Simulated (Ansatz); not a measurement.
Pressure series in CrI3

Take CrI$_{3}$ in the BiI3 type structure (space group R-3, No. 148; a = 6.818 Å, c = 19.476 Å (hexagonal axes); ferromagnetic; layered, stacked along the Cartesian z axis) as the base.

Cell and atoms are relaxed at each pressure.

Levels (all Ansatz, a first-principles code, PAW, earlier PAW set): PBE-D3(BJ) (420 eV, no SOC); PBEsol-D3(BJ) (420 eV, no spin-orbit coupling).

The base cell above is that of PBE-D3(BJ); each level relaxes its own structures.

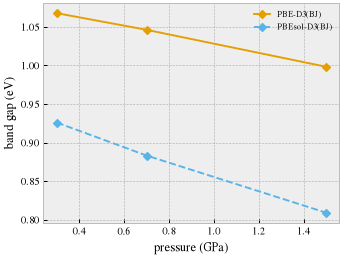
Figure: Band gap under two levels

Problem. How do the two levels compare along the series?

Solution. PBE-D3(BJ) lies above PBEsol-D3(BJ) in every row, by 0.14 eV to 0.19 eV. They put the cases in the same order.

Other magnetic orders, which the real material may have, were not ruled out. Spin-orbit coupling, missing from the scalar runs, can matter with I. Load acts through the strain it causes; cell and atoms are relaxed under it. Whether these cells are dynamically stable was not tested.
